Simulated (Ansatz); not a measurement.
# Si2H6: frequency calculation

Si2H6, computed with RKS PBE/def2-SVP (Ansatz 0.2.0).

It belongs to a series of runs on one base structure; here: vibrations at the highest image of the band. Figures and captions count atoms from 1; the log counts them from 0 in places.

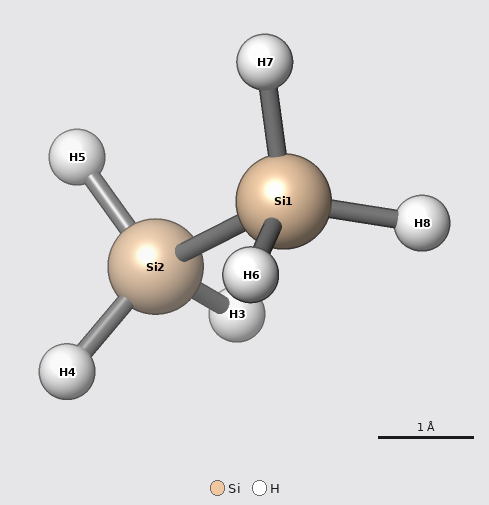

Fig. 1: The structure as given in the input (ball-and-stick view, seen at a tilt; atoms are numbered from 1 in the order of the input).

## The input
```yaml
crystal:
  periodic: [false, false, false]
  atoms:
    - { symbol: Si, position_ang: [0.359351, 0.003171, -0.048115] }
    - { symbol: Si, position_ang: [1.024135, -0.004833, 2.221205] }
    - { symbol: H, position_ang: [0.10476, -0.873153, 3.036126] }
    - { symbol: H, position_ang: [2.426712, -0.532756, 2.363438] }
    - { symbol: H, position_ang: [0.98321, 1.390555, 2.786006] }
    - { symbol: H, position_ang: [1.472884, -0.488396, -0.93256] }
    - { symbol: H, position_ang: [-0.013581, 1.396096, -0.482947] }
    - { symbol: H, position_ang: [-0.835272, -0.890684, -0.249257] }
basis:
  gaussian: { orbitals: def2-SVP }
hamiltonian:
  xc: pbe
phonons: {}
```

Machine: 1 thread of AMD EPYC (Zen 3), 192 GiB of memory available, shared host.

Run as:
```bash
ansatz run input.yaml --threads 1 --pin off --max-ram 2048MiB --backend cpu --events-out ev --progress --plain --runs-dir out
```

## What the program printed
```
Engine: ansatz 0.2.0, x86_64-unknown-linux-gnu
Functional definition: PBE
  parameter kappa = 0.804
  parameter beta = 0.06672455060314922
  exchange = pbe_x(kappa = kappa, mu = beta*pi^2/3)
  correlation = pbe_c(beta = beta)
740 factors; their error is unknown
mean field evaluation 1: about -15837.9725 eV, gradient 1.4e1 eV
mean field evaluation 2: about -15838.7334 eV, gradient 5.5e0 eV
mean field evaluation 4: about -15838.8715 eV, gradient 1.6e-1 eV
mean field evaluation 8: about -15838.8028 eV, gradient 1.5e-2 eV
mean field -15838.80276721 eV, -582.0652657689 hartree, gradient 1.8e-5 eV, S^2 0.000000; 0 other end points of the search recorded, 0 dependent functions left out
the calculation of the forces begins
reference -15838.80280078 eV, -582.0652670026 hartree; 17, 17 occupied and 49, 49 virtual orbitals, 740 factors
these checks for a lower state are left out or cut short: stability, starts, cluster_reference, orbital_swaps, neighbouring_geometries, increment
740 factors; their error is unknown
mean field evaluation 16: about -15838.8026 eV, gradient 2.7e-5 eV
mean field -15838.80262792 eV, -582.0652606501 hartree, gradient 7.2e-7 eV, S^2 0.000000; 0 other end points of the search recorded, 0 dependent functions left out
[... from here on the field's lines of each further geometry are left out, up to the last ...]
the calculation of the forces begins
reference -15838.80279184 eV, -582.0652666739 hartree; 17, 17 occupied and 49, 49 virtual orbitals, 740 factors
these checks for a lower state are left out or cut short: stability, starts, cluster_reference, orbital_swaps, neighbouring_geometries, increment
740 factors; their error is unknown
mean field -15838.80276442 eV, -582.0652656662 hartree, gradient 1.5e-6 eV, S^2 0.000000; 0 other end points of the search recorded, 0 dependent functions left out
the calculation of the forces begins
reference -15838.80279799 eV, -582.0652669000 hartree; 17, 17 occupied and 49, 49 virtual orbitals, 740 factors
WARN: phonons: modes at or below zero, which the zero-point energy, F, S and C_V leave out: 1, the lowest at -130.97 cm⁻¹. A minimum has none, and a first-order saddle one
Total energy: -15838.80280078 eV, -582.0652670026 hartree
Atom 0 at     0.359351     0.003171    -0.048115 Å, force    -0.023893     0.012745    -0.008835 eV/Å
Atom 1 at     1.024135    -0.004833     2.221205 Å, force     0.013222     0.020501     0.005770 eV/Å
Atom 2 at     0.104760    -0.873153     3.036126 Å, force    -0.011502    -0.011405     0.011240 eV/Å
Atom 3 at     2.426712    -0.532756     2.363438 Å, force     0.002636    -0.003775    -0.002039 eV/Å
Atom 4 at     0.983210     1.390555     2.786006 Å, force     0.001664    -0.004326    -0.000687 eV/Å
Atom 5 at     1.472884    -0.488396    -0.932560 Å, force     0.015558    -0.003287    -0.005925 eV/Å
Atom 6 at    -0.013581     1.396096    -0.482947 Å, force     0.003463    -0.007040     0.001709 eV/Å
Atom 7 at    -0.835272    -0.890684    -0.249257 Å, force    -0.001147    -0.003412    -0.001233 eV/Å
Dipole moment:     0.001395    -0.000963     0.000123 e Å
Vibrations: -130.97 398.86 401.16 420.31 586.19 586.85 801.95 874.59 902.37 902.91 907.26 907.58 2153.44 2159.35 2164.88 2167.92 2173.64 2176.54 cm⁻¹, zero-point energy 1.282356 eV
```

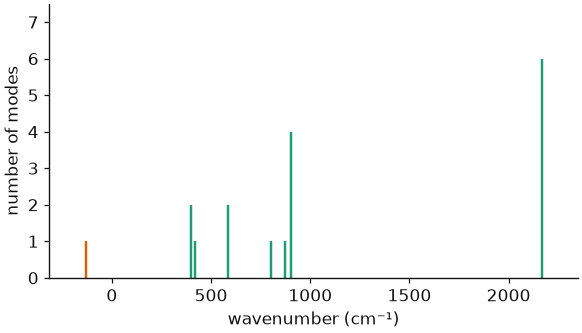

Fig. 2: Harmonic vibrational wavenumbers from the force constants; neighbouring modes closer than 10 cm⁻¹ are counted in one stick, and imaginary ones are drawn at negative wavenumbers. 18 modes from 131i to 2177 cm⁻¹, 1 imaginary beyond 8i (131i cm⁻¹): a first-order saddle point, if the geometry is stationary.

## Results in brief

- outcome: converged
- total energy: −15838.8028 eV
- mean-field energy: −15838.8028 eV
- largest force (length of the vector): 0.028 eV/Å
- wall time: 40 s
- peak memory: 0.11 GiB
